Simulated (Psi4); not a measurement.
Excited-state calculation, with input and output: BF$_{3}$

BF$_{3}$, SMILES FB(F)F, computed with TDDFT (PBE)/jun-cc-pVDZ, RKS (Psi4 1.11).

The geometry comes from this level: PBE0-D4/def2-TZVP.

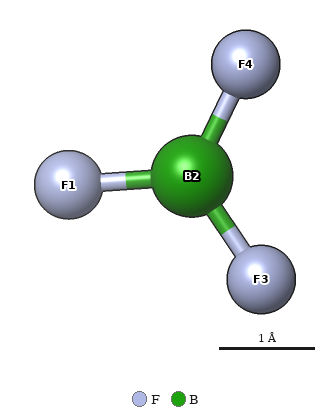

*The input geometry (ball-and-stick view, seen on its broad side; atoms are numbered from 1 in the order of the input).*

Bond lengths as drawn: B–F 1.31 Å.

### Results in brief

```tsv
quantity	value
outcome	converged
total energy	−324.262152 hartree
basis functions	72
HOMO	−10.11 eV
LUMO	−0.83 eV
dipole moment	0.00 D
lowest excitation	9.34 eV
hardware	1 thread of Intel Xeon @ 2.50GHz (Skylake/Cascade Lake), 16 GiB of memory available, shared host
wall time	41 s
peak memory	0.74 GiB
```

### Input (bf3.inp)
```python
memory 1.6 GB

molecule {
  0 1
  F      0.543870     0.210740     1.174280
  B      0.000020     0.000000     0.000010
  F     -0.265170    -1.223510    -0.389620
  F     -0.278730     1.012770    -0.784660
  symmetry c1
}

set basis jun-cc-pVDZ
set puream true
set scf_type pk
set dft_radial_points 99
set dft_spherical_points 590
set save_jk true

from psi4.driver.procrouting.response.scf_response import tdscf_excitations
E, wfn = energy("pbe", return_wfn=True)
states = tdscf_excitations(wfn, states=4, tda=False)
print_variables()
```

Launched with:
```bash
psi4 -i bf3.inp -o bf3.out -n 1
```

### Output
```
Psi4 1.11 release

   => Loading Basis Set <=

    Name: JUN-CC-PVDZ
    Role: ORBITAL
    Keyword: BASIS

         ---------------------------------------------------------
                                   SCF
                              RKS Reference
                        1 Threads,   1525 MiB Core
         ---------------------------------------------------------

  ==> Geometry <==

    Molecular point group: c1
    Full point group: C1

    Geometry (in Angstrom), charge = 0, multiplicity = 1:

       Center              X                  Y                   Z               Mass
    ------------   -----------------  -----------------  -----------------  -----------------
         F            0.543875143276     0.210740000000     1.174278381092    18.998403162730
         B            0.000025143276     0.000000000000     0.000008381092    11.009305360000
         F           -0.265164856724    -1.223510000000    -0.389621618908    18.998403162730
         F           -0.278724856724     1.012770000000    -0.784661618908    18.998403162730

  Running in c1 symmetry.

  Rotational constants: A =      0.34411  B =      0.34409  C =      0.17205 [cm^-1]
  Rotational constants: A =  10316.13909  B =  10315.60896  C =   5157.93701 [MHz]
  Nuclear repulsion =  111.109146270774374

  Charge       = 0
  Multiplicity = 1
  Electrons    = 32
  Nalpha       = 16
  Nbeta        = 16

  ==> Algorithm <==

  SCF Algorithm Type is PK.
  DIIS enabled.
  MOM disabled.
  Fractional occupation disabled.
  Guess Type is SAD.
  Energy threshold   = 1.00e-06
  Density threshold  = 1.00e-06
  Integral threshold = 1.00e-12

  ==> Primary Basis <==

  Basis Set: JUN-CC-PVDZ
    Blend: JUN-CC-PVDZ
    Number of shells: 32
    Number of basis functions: 72
    Number of Cartesian functions: 76
    Spherical Harmonics?: true
    Max angular momentum: 2

  ==> DFT Potential <==

   => LibXC <=

    Version 7.1.2

   => Composite Functional: PBE <=

    PBE GGA Exchange-Correlation Functional

    Deriv               =              1
    GGA                 =           TRUE
    Meta                =          FALSE

    Exchange Hybrid     =          FALSE
    MP2 Hybrid          =          FALSE

   => Exchange Functionals <=

    1.0000     XC_GGA_X_PBE

   => Correlation Functionals <=

    1.0000     XC_GGA_C_PBE

   => LibXC Density Thresholds  <==

    XC_GGA_C_PBE:  1.00E-12
    XC_GGA_X_PBE:  1.00E-15

   => Molecular Quadrature <=

    Radial Scheme          =       TREUTLER
    Pruning Scheme         =           NONE
    Nuclear Scheme         =       TREUTLER

    Blocking Scheme        =         OCTREE
    BS radius alpha        =              1
    Pruning alpha          =              1
    Radial Points          =             99
    Spherical Points       =            590
    Total Points           =         228524
    Total Blocks           =           1712
    Max Points             =            256
    Max Functions          =             72
    Weights Tolerance      =       1.00E-15

  ==> Integral Setup <==

  Using in-core PK algorithm.
   Calculation information:
      Number of atoms:                   4
      Number of AO shells:              32
      Number of primitives:             96
      Number of atomic orbitals:        76
      Number of basis functions:        72

      Integral cutoff                 1.00e-12
      Number of threads:                 1

  Performing in-core PK
  Using 6909012 doubles for integral storage.
  We computed 139204 shell quartets total.
  Whereas there are 139656 unique shell quartets.

  ==> DiskJK: Disk-Based J/K Matrices <==

    J tasked:                  Yes
    K tasked:                   No
    wK tasked:                  No
    Memory [MiB]:              706
    Schwarz Cutoff:          1E-12

  Cached 100.0% of DFT collocation blocks in 0.427 [GiB].

  Minimum eigenvalue in the overlap matrix is 1.3524391514E-03.
  Reciprocal condition number of the overlap matrix is 2.2383847346E-04.
    Using symmetric orthogonalization.

  ==> Pre-Iterations <==

  SCF Guess: Superposition of Atomic Densities via on-the-fly atomic UHF (no occupation information).

   -------------------------
    Irrep   Nso     Nmo
   -------------------------
     A         72      72
   -------------------------
    Total      72      72
   -------------------------

  ==> Iterations <==

                        Total Energy        Delta E     RMS |[F,P]|

   @RKS iter SAD:  -323.82576496998064   -3.23826e+02   0.00000e+00
   @RKS iter   1:  -324.14449299949598   -3.18728e-01   8.49425e-03 ADIIS/DIIS
   @RKS iter   2:  -323.93664717372053    2.07846e-01   1.42644e-02 ADIIS/DIIS
   @RKS iter   3:  -324.26015228512392   -3.23505e-01   9.46902e-04 ADIIS/DIIS
   @RKS iter   4:  -324.26213980515678   -1.98752e-03   7.77401e-05 DIIS
   @RKS iter   5:  -324.26215141693325   -1.16118e-05   1.48625e-05 DIIS
   @RKS iter   6:  -324.26215178406107   -3.67128e-07   1.43638e-06 DIIS
   @RKS iter   7:  -324.26215178739403   -3.33296e-09   2.93757e-07 DIIS
  Energy and wave function converged.

  ==> Post-Iterations <==

   Electrons on quadrature grid:
      Ntotal   =   31.9999998747 ; deviation = -1.253e-07

    Orbital Energies [Eh]
    ---------------------

    Doubly Occupied:

       1A    -24.324370     2A    -24.324358     3A    -24.324354
       4A     -6.685288     5A     -1.185842     6A     -1.148130
       7A     -1.148121     8A     -0.554779     9A     -0.519482
      10A     -0.519478    11A     -0.482184    12A     -0.413848
      13A     -0.413847    14A     -0.407279    15A     -0.407272
      16A     -0.371710

    Virtual:

      17A     -0.030320    18A     -0.023179    19A      0.022928
      20A      0.022928    21A      0.030300    22A      0.122441
      23A      0.132093    24A      0.132093    25A      0.174403
      26A      0.174405    27A      0.180800    28A      0.180804
      29A      0.181395    30A      0.190134    31A      0.247940
      32A      0.282531    33A      0.296168    34A      0.296181
      35A      0.395273    36A      0.426891    37A      0.426896
      38A      0.483019    39A      0.483022    40A      0.742541
      41A      0.742551    42A      0.749957    43A      0.998178
      44A      1.141053    45A      1.141066    46A      1.305343
      47A      1.305348    48A      1.338030    49A      1.369463
      50A      1.369470    51A      1.375883    52A      1.385992
      53A      1.596179    54A      1.596181    55A      2.221069
      56A      2.221080    57A      2.344947    58A      3.357312
      59A      3.383781    60A      3.383785    61A      3.390015
      62A      3.398054    63A      3.398061    64A      3.477072
      65A      3.483010    66A      3.684267    67A      3.684289
      68A      3.841571    69A      3.841597    70A      4.018575
      71A      4.018604    72A      4.136639

    Final Occupation by Irrep:
              A
    DOCC [    16 ]
    NA   [    16 ]
    NB   [    16 ]

  @RKS Final Energy:  -324.26215178739403

   => Energetics <=

    Nuclear Repulsion Energy =            111.1091462707743744
    One-Electron Energy =                -671.1928112632099328
    Two-Electron Energy =                 270.9970975685175745
    DFT Exchange-Correlation Energy =     -35.1755843634759771
    Empirical Dispersion Energy =           0.0000000000000000
    VV10 Nonlocal Energy =                  0.0000000000000000
    Total Energy =                       -324.2621517873940320

Computation Completed

Properties will be evaluated at   0.000000,   0.000000,   0.000000 [a0]

Properties computed using the SCF density matrix

 Multipole Moments:

 ------------------------------------------------------------------------------------
     Multipole            Electronic (a.u.)      Nuclear  (a.u.)        Total (a.u.)
 ------------------------------------------------------------------------------------

 L = 1.  Multiply by 2.5417464519 to convert [e a0] to [Debye]
 Dipole X            :          0.0000670           -0.0000102            0.0000567
 Dipole Y            :          0.0000020            0.0000000            0.0000020
 Dipole Z            :          0.0000352           -0.0000034            0.0000318
 Magnitude           :                                                    0.0000651

 ------------------------------------------------------------------------------------

	total time  =          6 seconds =       0.10 minutes

******************************************************************************************
**********                               WARNING                                **********
**********       The names of excited state variables changed between 1.5       **********
**********     and 1.6. For a quick solution, remove the symmetry specifier     **********
**********   from the variable name. For full details, see 'Notes on Psivars'   **********
**********                        in the documentation.                         **********
******************************************************************************************

         ---------------------------------------------------------
                         TDSCF excitation energies
         ---------------------------------------------------------

  ==> Options <==

     Residual threshold  : 1.0000e-04
     Initial guess       : denominators
     Reference           : RHF
     Solver type         : RPA (Hamiltonian)

  ==> Requested Excitations <==

      4 singlet states with A symmetry

  ==> Seeking the lowest 4 singlet states with A symmetry

                        Generalized Hamiltonian Solver

  ==> Options <==

    Max number of iterations        = 60
    Eigenvector tolerance           = 1.0000e-04
    Max number of expansion vectors = 800

  => Iterations <=
                              Max[D[value]]     Max[|R|]   # vectors
  HamiltonianSolver iter   1:   3.78725e-01  7.17375e-02     16
  HamiltonianSolver iter   2:   6.64331e-04  2.59331e-02     20
  HamiltonianSolver iter   3:   4.54152e-05  1.27634e-02     28
  HamiltonianSolver iter   4:   1.14478e-05  6.70094e-03     36
  HamiltonianSolver iter   5:   3.32234e-06  2.67437e-03     44
  HamiltonianSolver iter   6:   5.34994e-07  1.20035e-03     52
  HamiltonianSolver iter   7:   5.47712e-08  6.94543e-04     60
  HamiltonianSolver iter   8:   9.34054e-09  4.67573e-04     66
  HamiltonianSolver iter   9:   4.54966e-09  2.77630e-04     72
  HamiltonianSolver iter  10:   1.19179e-09  1.63659e-04     76
  HamiltonianSolver iter  11:   4.40681e-10  9.53707e-05     78      Converged

******************************************************************************************
**********                               WARNING                                **********
**********  Length-gauge rotatory strengths are **NOT** gauge-origin invariant  **********
******************************************************************************************

                                    Excitation Energy         Total Energy        Oscillator Strength             Rotatory Strength
     #   Sym: GS->ES (Trans)        au              eV              au          au (length)    au (velocity)    au (length)    au (velocity)
    ---- -------------------- --------------- --------------- --------------- --------------- --------------- --------------- ---------------
     1        A->A (1 A)       0.34328         9.34122        -323.91887       0.0000          0.0000         -0.0000          0.0000
     2        A->A (1 A)       0.35208         9.58052        -323.91007       0.0000          0.0000          0.0000          0.0000
     3        A->A (1 A)       0.37824         10.29236       -323.88391       0.0000          0.0000          0.0000          0.0000
     4        A->A (1 A)       0.37824         10.29254       -323.88391       0.0000          0.0000          0.0000          0.0000

Contributing excitations and de-excitations
Only contributions with abs(coeff) > 1.00e-01 will be printed:

Excited State    1 (1 A):   0.34328 au   132.73 nm f = 0.0000
  Sums of squares: Xssq =  1.000092e+00; Yssq =  9.176870e-05; Xssq - Yssq =  1.000000e+00
     16a  ->  17a     0.999723 (99.945%)

Excited State    2 (1 A):   0.35208 au   129.41 nm f = 0.0000
  Sums of squares: Xssq =  1.000059e+00; Yssq =  5.881805e-05; Xssq - Yssq =  1.000000e+00
     16a  ->  18a     0.999764 (99.953%)

Excited State    3 (1 A):   0.37824 au   120.46 nm f = 0.0000
  Sums of squares: Xssq =  1.000061e+00; Yssq =  6.140216e-05; Xssq - Yssq =  1.000000e+00
     15a  ->  17a     0.999531 (99.906%)

Excited State    4 (1 A):   0.37824 au   120.46 nm f = 0.0000
  Sums of squares: Xssq =  1.000061e+00; Yssq =  6.140495e-05; Xssq - Yssq =  1.000000e+00
     14a  ->  17a     0.999530 (99.906%)

******************************************************************************************
**********                               WARNING                                **********
**********       The names of excited state variables changed between 1.5       **********
**********     and 1.6. For a quick solution, remove the symmetry specifier     **********
**********   from the variable name. For full details, see 'Notes on Psivars'   **********
**********                        in the documentation.                         **********
******************************************************************************************

  Variable Map:
  ----------------------------------------------------------------------------
  "CURRENT ENERGY"              =>    -324.262151787394
  "CURRENT REFERENCE ENERGY"    =>    -324.262151787394
  "DD SOLVATION ENERGY"         =>       0.000000000000
  "DFT FUNCTIONAL TOTAL ENERGY" =>    -324.262151787394
  "DFT TOTAL ENERGY"            =>    -324.262151787394
  "DFT VV10 ENERGY"             =>       0.000000000000
  "DFT XC ENERGY"               =>     -35.175584363476
  "GRID ELECTRONS ALPHA"        =>      15.999999937363
  "GRID ELECTRONS BETA"         =>      15.999999937363
  "GRID ELECTRONS TOTAL"        =>      31.999999874725
  "NUCLEAR REPULSION ENERGY"    =>     111.109146270774
  "ONE-ELECTRON ENERGY"         =>    -671.192811263210
  "PCM POLARIZATION ENERGY"     =>       0.000000000000
  "PE ENERGY"                   =>       0.000000000000
  "SCF ITERATION ENERGY"        =>    -324.262151787394
  "SCF ITERATIONS"              =>       7.000000000000
  "SCF TOTAL ENERGY"            =>    -324.262151787394
  "TWO-ELECTRON ENERGY"         =>     270.997097568518
  "XC GRID RADIAL POINTS"       =>      99.000000000000
  "XC GRID SPHERICAL POINTS"    =>     590.000000000000
  "XC GRID TOTAL POINTS"        =>  228524.000000000000

  Array Variable Map:
  ----------------------------------------------------------------------------
  "CURRENT DIPOLE"              =>       0.000056746300 ... 0.000031801063 1 by 3
  "SCF DIPOLE"                  =>       0.000056746300 ... 0.000031801063 1 by 3
  "SCF TOTAL ENERGIES"          =>    -323.825764969981 ... -324.262151787394 1 by 8

    Psi4 run time: 0:00:39.19
```

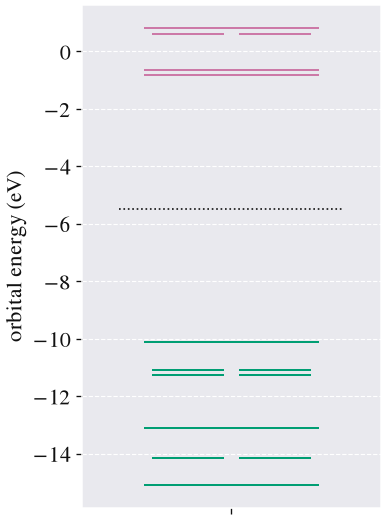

*Orbital energies near the frontier; the dotted line parts filled from empty levels, and levels within 0.02 eV of each other stand side by side.*

Highest filled −10.11 eV, lowest empty −0.82 eV, 9.29 eV apart.
